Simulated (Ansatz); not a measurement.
## Geometry relaxation, with input and output: C$_{2}$H$_{6}$InN

System: C$_{2}$H$_{6}$InN, SMILES NC=[CH][InH2].
Method: RKS PBE0-D4/def2-TZVP (Ansatz 0.2.0).

The geometry: GFN2-xTB start. Figures and captions count atoms from 1; the log counts them from 0 in places.

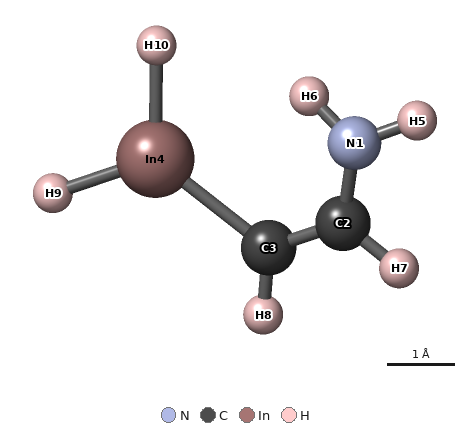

Fig. 1: The structure as given in the input (ball-and-stick view, seen at a tilt; atoms are numbered from 1 in the order of the input). Sticks mark near contacts. Bond lengths as drawn: C–C 1.34 Å, C–H 1.08 to 1.09 Å, C–In 2.18 Å, C–N 1.38 Å, H–In 1.74 to 1.75 Å and H–N 1.01 Å.

The input
```yaml
crystal:
  periodic: [false, false, false]
  atoms:
    - {symbol: N, position_ang: [1.493110, 0.613890, -0.201710]}
    - {symbol: C, position_ang: [1.069260, -0.538460, 0.418310]}
    - {symbol: C, position_ang: [-0.211600, -0.879960, 0.577800]}
    - {symbol: In, position_ang: [-1.834280, 0.327010, -0.228910]}
    - {symbol: H, position_ang: [2.413510, 0.603200, -0.610580]}
    - {symbol: H, position_ang: [0.781390, 1.065390, -0.765210]}
    - {symbol: H, position_ang: [1.877610, -1.133360, 0.839960]}
    - {symbol: H, position_ang: [-0.457960, -1.759940, 1.160900]}
    - {symbol: H, position_ang: [-3.504870, 0.035760, 0.149850]}
    - {symbol: H, position_ang: [-1.626160, 1.666460, -1.340400]}
basis:
  gaussian: {orbitals: def2-TZVP}
hamiltonian: {xc: pbe0, dispersion: d4}
relax: {f_tol: 0.005, max_steps: 150}
```

Machine: 4 threads of Arm Neoverse V2, 23 GiB of memory available, shared host.

Launch command:
```bash
ansatz run in.yaml --threads 4 --pin off --events-out ev --progress --plain --max-ram 10444MiB
```

What the program printed
```
Functional definition: PBE0
  name "PBE0"
  cite "Adamo & Barone, J. Chem. Phys. 110, 6158 (1999) doi:10.1063/1.478522"
  cite "Perdew, Burke & Ernzerhof, Phys. Rev. Lett. 77, 3865 (1996) doi:10.1103/PhysRevLett.77.3865"
  parent pbe
  parameter a = 0.25
  parameter kappa = 0.804
  parameter beta = 0.06672455060314922
  exchange = (1 - a)*pbe_x(kappa = kappa, mu = beta*pi^2/3) + a*exact_x
  correlation = pbe_c(beta = beta)
1260 factors; their error is unknown
mean field evaluation 1: about -8821.4891 eV, gradient 6.5e1 eV
mean field evaluation 2: about -8789.0751 eV, gradient 1.1e2 eV
mean field evaluation 4: about -8831.0332 eV, gradient 7.4e0 eV
mean field evaluation 8: about -8831.1555 eV, gradient 6.6e-2 eV
mean field evaluation 16: about -8831.1977 eV, gradient 1.2e-4 eV
mean field -8831.19774209 eV, -324.5405310209 hartree, gradient 3.2e-5 eV, S^2 0.000000; 0 other end points of the search recorded, 0 dependent functions left out
the calculation of the forces begins
reference -8831.19778489 eV, -324.5405325939 hartree; 23, 23 occupied and 156, 156 virtual orbitals, 1260 factors
relax step   1: F+E_penalty+E_count = -8831.36132298 eV  Δ(F+E_penalty+E_count) = +0.000e0 eV  max|allowed force component| = 1.114e0 eV/Å  Δτ_max = 0.0000 Å  (30 SCF iters, accepted)
these checks for a lower state are left out or cut short: starts, cluster_reference, orbital_swaps, neighbouring_geometries, increment
1260 factors; their error is unknown
mean field -8831.26811513 eV, -324.5431171825 hartree, gradient 2.7e-5 eV, S^2 0.000000; 0 other end points of the search recorded, 0 dependent functions left out
the calculation of the forces begins
reference -8831.26815735 eV, -324.5431187340 hartree; 23, 23 occupied and 156, 156 virtual orbitals, 1260 factors
relax step   2: F+E_penalty+E_count = -8831.43265382 eV  Δ(F+E_penalty+E_count) = -7.133e-2 eV  max|allowed force component| = 2.975e-1 eV/Å  Δτ_max = 0.1950 Å  (31 SCF iters, accepted)
these checks for a lower state are left out or cut short: starts, cluster_reference, orbital_swaps, neighbouring_geometries, increment
1260 factors; their error is unknown
mean field evaluation 32: about -8831.2884 eV, gradient 7.0e-6 eV
mean field -8831.28836995 eV, -324.5438615333 hartree, gradient 7.0e-6 eV, S^2 0.000000; 0 other end points of the search recorded, 0 dependent functions left out
the calculation of the forces begins
reference -8831.28841237 eV, -324.5438630923 hartree; 23, 23 occupied and 156, 156 virtual orbitals, 1260 factors
relax step   3: F+E_penalty+E_count = -8831.45264083 eV  Δ(F+E_penalty+E_count) = -1.999e-2 eV  max|allowed force component| = 2.058e-1 eV/Å  Δτ_max = 0.0647 Å  (32 SCF iters, accepted)
these checks for a lower state are left out or cut short: starts, cluster_reference, orbital_swaps, neighbouring_geometries, increment
1260 factors; their error is unknown
mean field -8831.29355738 eV, -324.5440521679 hartree, gradient 7.2e-6 eV, S^2 0.000000; 0 other end points of the search recorded, 0 dependent functions left out
the calculation of the forces begins
reference -8831.29359993 eV, -324.5440537317 hartree; 23, 23 occupied and 156, 156 virtual orbitals, 1260 factors
relax step   4: F+E_penalty+E_count = -8831.45757635 eV  Δ(F+E_penalty+E_count) = -4.936e-3 eV  max|allowed force component| = 1.051e-1 eV/Å  Δτ_max = 0.0299 Å  (33 SCF iters, accepted)
these checks for a lower state are left out or cut short: starts, cluster_reference, orbital_swaps, neighbouring_geometries, increment
1260 factors; their error is unknown
mean field -8831.29484142 eV, -324.5440993555 hartree, gradient 8.7e-6 eV, S^2 0.000000; 0 other end points of the search recorded, 0 dependent functions left out
the calculation of the forces begins
reference -8831.29488403 eV, -324.5441009215 hartree; 23, 23 occupied and 156, 156 virtual orbitals, 1260 factors
relax step   5: F+E_penalty+E_count = -8831.45885578 eV  Δ(F+E_penalty+E_count) = -1.279e-3 eV  max|allowed force component| = 1.263e-1 eV/Å  Δτ_max = 0.0757 Å  (31 SCF iters, accepted)
these checks for a lower state are left out or cut short: starts, cluster_reference, orbital_swaps, neighbouring_geometries, increment
1260 factors; their error is unknown
mean field -8831.29411416 eV, -324.5440726291 hartree, gradient 1.0e-5 eV, S^2 0.000000; 0 other end points of the search recorded, 0 dependent functions left out
the calculation of the forces begins
reference -8831.29415692 eV, -324.5440742006 hartree; 23, 23 occupied and 156, 156 virtual orbitals, 1260 factors
relax step   6: F+E_penalty+E_count = -8831.45804453 eV  Δ(F+E_penalty+E_count) = +8.113e-4 eV  max|allowed force component| = 1.755e-1 eV/Å  Δτ_max = 0.0448 Å  (31 SCF iters, rejected (line search))
these checks for a lower state are left out or cut short: starts, cluster_reference, orbital_swaps, neighbouring_geometries, increment
1260 factors; their error is unknown
mean field -8831.29707062 eV, -324.5441812770 hartree, gradient 7.3e-6 eV, S^2 0.000000; 0 other end points of the search recorded, 0 dependent functions left out
the calculation of the forces begins
reference -8831.29711329 eV, -324.5441828452 hartree; 23, 23 occupied and 156, 156 virtual orbitals, 1260 factors
relax step   7: F+E_penalty+E_count = -8831.46101529 eV  Δ(F+E_penalty+E_count) = -2.160e-3 eV  max|allowed force component| = 3.652e-2 eV/Å  Δτ_max = 0.0224 Å  (33 SCF iters, accepted)
these checks for a lower state are left out or cut short: starts, cluster_reference, orbital_swaps, neighbouring_geometries, increment
1260 factors; their error is unknown
mean field evaluation 64: about -8831.2975 eV, gradient 1.9e-4 eV
mean field -8831.29754771 eV, -324.5441988100 hartree, gradient 7.2e-6 eV, S^2 0.000000; 0 other end points of the search recorded, 0 dependent functions left out
the calculation of the forces begins
reference -8831.29759044 eV, -324.5442003802 hartree; 23, 23 occupied and 156, 156 virtual orbitals, 1260 factors
relax step   8: F+E_penalty+E_count = -8831.46133107 eV  Δ(F+E_penalty+E_count) = -3.158e-4 eV  max|allowed force component| = 1.761e-2 eV/Å  Δτ_max = 0.0187 Å  (34 SCF iters, accepted)
these checks for a lower state are left out or cut short: starts, cluster_reference, orbital_swaps, neighbouring_geometries, increment
1260 factors; their error is unknown
mean field -8831.29759777 eV, -324.5442006494 hartree, gradient 7.1e-6 eV, S^2 0.000000; 0 other end points of the search recorded, 0 dependent functions left out
the calculation of the forces begins
reference -8831.29764050 eV, -324.5442022200 hartree; 23, 23 occupied and 156, 156 virtual orbitals, 1260 factors
relax step   9: F+E_penalty+E_count = -8831.46135720 eV  Δ(F+E_penalty+E_count) = -2.614e-5 eV  max|allowed force component| = 1.931e-2 eV/Å  Δτ_max = 0.0047 Å  (34 SCF iters, accepted)
these checks for a lower state are left out or cut short: starts, cluster_reference, orbital_swaps, neighbouring_geometries, increment
1260 factors; their error is unknown
mean field -8831.29758035 eV, -324.5442000095 hartree, gradient 7.1e-6 eV, S^2 0.000000; 0 other end points of the search recorded, 0 dependent functions left out
the calculation of the forces begins
reference -8831.29762308 eV, -324.5442015796 hartree; 23, 23 occupied and 156, 156 virtual orbitals, 1260 factors
relax step  10: F+E_penalty+E_count = -8831.46136081 eV  Δ(F+E_penalty+E_count) = -3.604e-6 eV  max|allowed force component| = 3.836e-3 eV/Å  Δτ_max = 0.0029 Å  (35 SCF iters, accepted)
1260 factors; their error is unknown
mean field evaluation 96: about -8831.2563 eV, gradient 5.2e-2 eV
```

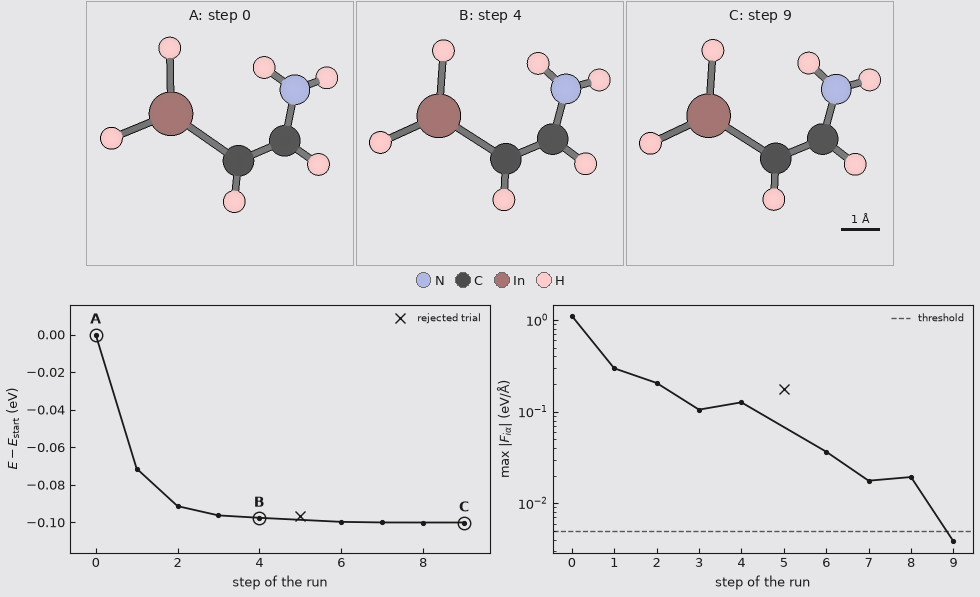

Fig. 2: Frames of the relaxation (ball-and-stick view, seen on its broad side) above the curves, on which the letters mark them (the first geometry is step 0 here and step 1 in the log).

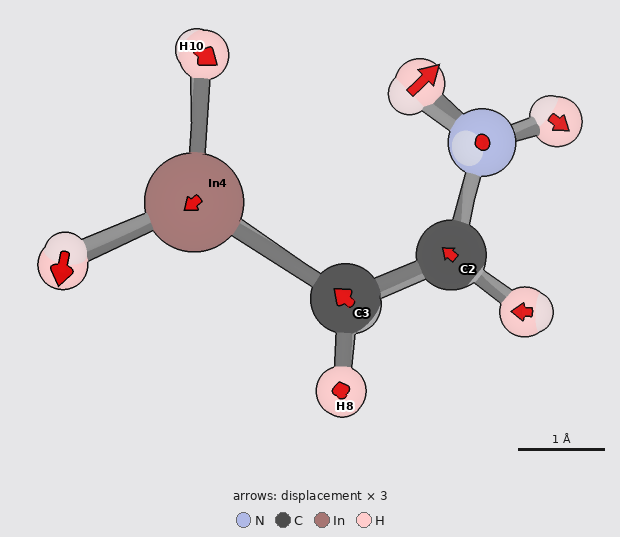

Fig. 3: Start (faint) and end (solid) with the displacements as red arrows, magnified 3 times (ball-and-stick view, seen on its broad side). The two geometries are laid on each other by the best rigid fit. After 9 geometry steps the energy has fallen by 0.100 eV. The largest force component goes from 1.1 to 0.0038 eV/Å. The line search rejected the trial step at point 5 (counted from 0) and went back. The largest move after the best rigid fit is that of H6, 0.17 Å. By element the largest moves are H 0.17 Å, C 0.11 Å, In 0.08 Å, N 0.07 Å. Among the contacts that change: C3–In4 2.177 → 2.104 Å, In4–H9 1.738 → 1.721 Å, In4–H10 1.753 → 1.739 Å, C2–C3 1.335 → 1.348 Å. Among the angles that change: H9–In4–H10 112.4° → 119.7°, C3–In4–H10 124.8° → 118.0°, C2–N1–H6 114.0° → 118.1°. (Atoms are counted from 1 in the order of the input.)

```
mean field -8831.29758035 eV, -324.5442000095 hartree, gradient 7.1e-6 eV, S^2 0.000000; 1 other end points of the search recorded, 0 dependent functions left out
the calculation of the forces begins
reference -8831.29762308 eV, -324.5442015796 hartree; 23, 23 occupied and 156, 156 virtual orbitals, 1260 factors
Total energy: -8831.46140353 eV, -324.5502204003 hartree
Atom 0 at     1.537776     0.591315    -0.256217 Å, force    -0.000024     0.000994     0.000672 eV/Å
Atom 1 at     1.019868    -0.496775     0.385886 Å, force    -0.001972    -0.001540    -0.000229 eV/Å
Atom 2 at    -0.280457    -0.795751     0.576609 Å, force     0.002499    -0.001689    -0.000491 eV/Å
Atom 3 at    -1.904221     0.295006    -0.198380 Å, force     0.001663    -0.000254    -0.000101 eV/Å
Atom 4 at     2.483239     0.540271    -0.588795 Å, force     0.001686     0.000298    -0.000351 eV/Å
Atom 5 at     0.914566     1.157455    -0.810153 Å, force    -0.000526    -0.000189     0.000145 eV/Å
Atom 6 at     1.795673    -1.137318     0.806832 Å, force     0.000039     0.000087    -0.000234 eV/Å
Atom 7 at    -0.468917    -1.679945     1.175730 Å, force     0.000042     0.000582     0.001507 eV/Å
Atom 8 at    -3.538362    -0.118500     0.149032 Å, force     0.000430     0.002730    -0.002018 eV/Å
Atom 9 at    -1.559154     1.644231    -1.240533 Å, force    -0.003836    -0.001019     0.001099 eV/Å
Dipole moment:     0.472747    -0.011838    -0.137795 e Å
```

Trajectory as extended XYZ (Å, eV, eV/Å), 10 frames, from step=1 to step=10
```
10
Properties=species:S:1:pos:R:3:forces:R:3 step=1 energy=-8831.36132
N     1.4931    0.6139   -0.2017    0.1073  -0.1229  -0.0308
C     1.0693   -0.5385    0.4183    0.1696   0.3416  -0.0972
C    -0.2116   -0.8800    0.5778   -1.1136   0.3279  -0.2400
In   -1.8343    0.3270   -0.2289    0.1503  -0.3883   0.2239
H     2.4135    0.6032   -0.6106   -0.0826   0.0305  -0.0170
H     0.7814    1.0654   -0.7652    0.3033   0.0648   0.0096
H     1.8776   -1.1334    0.8400    0.0350  -0.0300  -0.0050
H    -0.4580   -1.7599    1.1609    0.0917   0.0070  -0.0148
H    -3.5049    0.0358    0.1499    0.1422  -0.0772   0.0492
H    -1.6262    1.6665   -1.3404    0.1970  -0.1535   0.1222
10
Properties=species:S:1:pos:R:3:forces:R:3 step=2 energy=-8831.43265
N     1.5279    0.6335   -0.2158   -0.1849  -0.2217   0.0143
C     1.0272   -0.4939    0.3990    0.1940   0.1972  -0.1924
C    -0.2713   -0.8021    0.5494   -0.2975  -0.1422   0.1038
In   -1.9020    0.2831   -0.2063    0.0266   0.1914  -0.0877
H     2.4541    0.5714   -0.6068   -0.0828  -0.0032   0.0471
H     0.8637    1.1384   -0.7908    0.1857   0.0034   0.0739
H     1.8088   -1.1336    0.8120   -0.0247   0.0299   0.0097
H    -0.5231   -1.6913    1.1159    0.2711  -0.0634   0.0789
H    -3.5274   -0.0877    0.2332    0.0693   0.0459  -0.0796
H    -1.4578    1.5822   -1.2896   -0.1568  -0.0371   0.0321
10
Properties=species:S:1:pos:R:3:forces:R:3 step=3 energy=-8831.45264
N     1.5274    0.6246   -0.2141   -0.1303  -0.2015  -0.0179
C     1.0280   -0.5058    0.3897    0.1200   0.2058   0.0108
C    -0.2692   -0.8141    0.5619   -0.2057  -0.0223  -0.0048
In   -1.8894    0.2929   -0.2095    0.0770   0.0188   0.0003
H     2.4521    0.5652   -0.6058   -0.0282   0.0023   0.0168
H     0.8685    1.1462   -0.7766    0.1144   0.0280   0.0235
H     1.8120   -1.1386    0.8074   -0.0092  -0.0132  -0.0208
H    -0.4924   -1.7011    1.1452    0.1349  -0.0176   0.0027
H    -3.5167   -0.0668    0.2003   -0.0490  -0.0097  -0.0080
H    -1.5200    1.5975   -1.2984   -0.0238   0.0092  -0.0027
10
Properties=species:S:1:pos:R:3:forces:R:3 step=4 energy=-8831.45758
N     1.5316    0.6190   -0.2176   -0.0819  -0.1051   0.0111
C     1.0246   -0.4976    0.3981    0.0690   0.0421  -0.1018
C    -0.2730   -0.8114    0.5712   -0.0591   0.0222   0.0058
In   -1.8902    0.2964   -0.2066    0.0271  -0.0329   0.0247
H     2.4570    0.5498   -0.6040   -0.0011   0.0084   0.0206
H     0.8849    1.1546   -0.7784    0.0483   0.0284   0.0094
H     1.8079   -1.1415    0.8000   -0.0142   0.0106   0.0273
H    -0.4699   -1.7077    1.1506    0.0269   0.0294  -0.0011
H    -3.5238   -0.0669    0.1840   -0.0332  -0.0171   0.0040
H    -1.5489    1.6051   -1.2974    0.0182   0.0141   0.0000
10
Properties=species:S:1:pos:R:3:forces:R:3 step=5 energy=-8831.45886
N     1.5280    0.6070   -0.2457   -0.0888  -0.1263   0.0460
C     1.0188   -0.4939    0.3920    0.0962   0.0822  -0.0698
C    -0.2767   -0.8086    0.5767   -0.0821   0.0459  -0.0265
In   -1.8989    0.2926   -0.1935    0.0376  -0.0155   0.0106
H     2.4715    0.5457   -0.5800    0.0625   0.0190  -0.0348
H     0.9027    1.1315   -0.8373   -0.0106   0.0467   0.0126
H     1.8059   -1.1240    0.8057   -0.0121  -0.0302   0.0529
H    -0.4670   -1.6959    1.1689    0.0244  -0.0253   0.0163
H    -3.5374   -0.0947    0.1434   -0.0408  -0.0242   0.0186
H    -1.5469    1.6403   -1.2303    0.0137   0.0278  -0.0258
10
Properties=species:S:1:pos:R:3:forces:R:3 step=6 energy=-8831.45804 accepted=F
N     1.5246    0.5753   -0.2770    0.1719   0.1616  -0.1292
C     1.0175   -0.5036    0.3869    0.0144   0.0973  -0.1103
C    -0.2817   -0.8071    0.5763   -0.0591  -0.0261   0.0048
In   -1.9019    0.2930   -0.1972    0.0344  -0.0331   0.0206
H     2.4881    0.5644   -0.5682   -0.1607  -0.0483   0.0801
H     0.9131    1.1594   -0.8314    0.0319  -0.1755   0.1389
H     1.8013   -1.1292    0.8161   -0.0255  -0.0071  -0.0081
H    -0.4721   -1.6911    1.1754    0.0114   0.0218   0.0134
H    -3.5375   -0.1043    0.1528   -0.0225  -0.0082   0.0026
H    -1.5515    1.6432   -1.2334    0.0036   0.0177  -0.0130
10
Properties=species:S:1:pos:R:3:forces:R:3 step=7 energy=-8831.46102
N     1.5315    0.5972   -0.2520    0.0115  -0.0010  -0.0312
C     1.0191   -0.4957    0.3881    0.0287  -0.0043  -0.0007
C    -0.2788   -0.8027    0.5767   -0.0365   0.0162  -0.0110
In   -1.9008    0.2937   -0.1965    0.0066  -0.0118   0.0080
H     2.4766    0.5441   -0.5867   -0.0061   0.0056   0.0024
H     0.9066    1.1468   -0.8214    0.0026   0.0057   0.0190
H     1.7997   -1.1310    0.8078   -0.0047  -0.0075   0.0135
H    -0.4664   -1.6880    1.1736    0.0054  -0.0087   0.0069
H    -3.5381   -0.1066    0.1457   -0.0102  -0.0065   0.0045
H    -1.5496    1.6422   -1.2353    0.0026   0.0123  -0.0115
10
Properties=species:S:1:pos:R:3:forces:R:3 step=8 energy=-8831.46133
N     1.5371    0.5920   -0.2557   -0.0142   0.0010  -0.0077
C     1.0202   -0.4976    0.3859   -0.0045   0.0105  -0.0083
C    -0.2801   -0.7981    0.5769    0.0152   0.0085  -0.0011
In   -1.9035    0.2934   -0.1978   -0.0015   0.0015  -0.0014
H     2.4820    0.5422   -0.5906   -0.0035  -0.0070   0.0077
H     0.9132    1.1590   -0.8089    0.0069  -0.0176   0.0156
H     1.7965   -1.1377    0.8068   -0.0009   0.0052  -0.0039
H    -0.4674   -1.6817    1.1773   -0.0004  -0.0003  -0.0020
H    -3.5400   -0.1134    0.1472    0.0031  -0.0014   0.0007
H    -1.5580    1.6418   -1.2410   -0.0002  -0.0003   0.0005
10
Properties=species:S:1:pos:R:3:forces:R:3 step=9 energy=-8831.46136
N     1.5381    0.5913   -0.2563    0.0019  -0.0022  -0.0050
C     1.0202   -0.4970    0.3857    0.0043   0.0025   0.0000
C    -0.2800   -0.7965    0.5762   -0.0017  -0.0002   0.0011
In   -1.9038    0.2945   -0.1982   -0.0005   0.0005  -0.0008
H     2.4843    0.5403   -0.5879   -0.0193   0.0051   0.0014
H     0.9142    1.1573   -0.8101    0.0141  -0.0057   0.0039
H     1.7961   -1.1373    0.8069    0.0008  -0.0008   0.0004
H    -0.4683   -1.6803    1.1762    0.0001   0.0018  -0.0019
H    -3.5387   -0.1164    0.1483   -0.0008  -0.0009   0.0007
H    -1.5621    1.6441   -1.2408    0.0011   0.0000   0.0002
10
Properties=species:S:1:pos:R:3:forces:R:3 step=10 energy=-8831.46136
N     1.5378    0.5913   -0.2562    0.0000   0.0010   0.0007
C     1.0199   -0.4968    0.3859   -0.0020  -0.0015  -0.0002
C    -0.2805   -0.7958    0.5766    0.0025  -0.0017  -0.0005
In   -1.9042    0.2950   -0.1984    0.0017  -0.0003  -0.0001
H     2.4832    0.5403   -0.5888    0.0017   0.0003  -0.0004
H     0.9146    1.1575   -0.8102   -0.0005  -0.0002   0.0001
H     1.7957   -1.1373    0.8068    0.0000   0.0001  -0.0002
H    -0.4689   -1.6799    1.1757    0.0000   0.0006   0.0015
H    -3.5384   -0.1185    0.1490    0.0004   0.0027  -0.0020
H    -1.5592    1.6442   -1.2405   -0.0038  -0.0010   0.0011
```

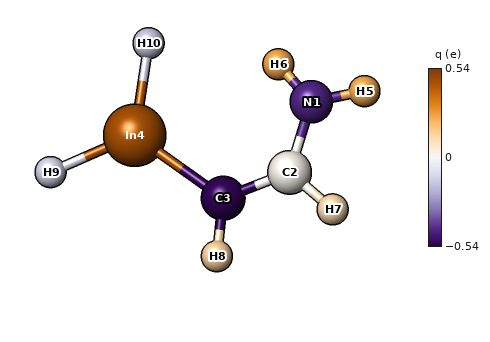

Fig. 4: Mulliken charges, as the colour of each atom (ball-and-stick view, seen at a tilt; atoms are numbered from 1 in the order of the input; Mulliken charges depend strongly on the basis). By element: N −0.43, C −0.52 to +0.02, In +0.45 and H −0.15 to +0.24 e.

Results in brief

| quantity | value |
| --- | --- |
| outcome | converged |
| total energy | −8831.4614 eV |
| mean-field energy | −8831.2976 eV |
| dispersion energy | −0.1638 eV |
| SCF solution under orbital rotations | stable |
| largest force (length of the vector) at the end | 0.004 eV/Å |
| dipole moment | 2.37 D |
| wall time | 32 s (CPU time 1.9 min) |
| peak memory | 0.44 GiB |
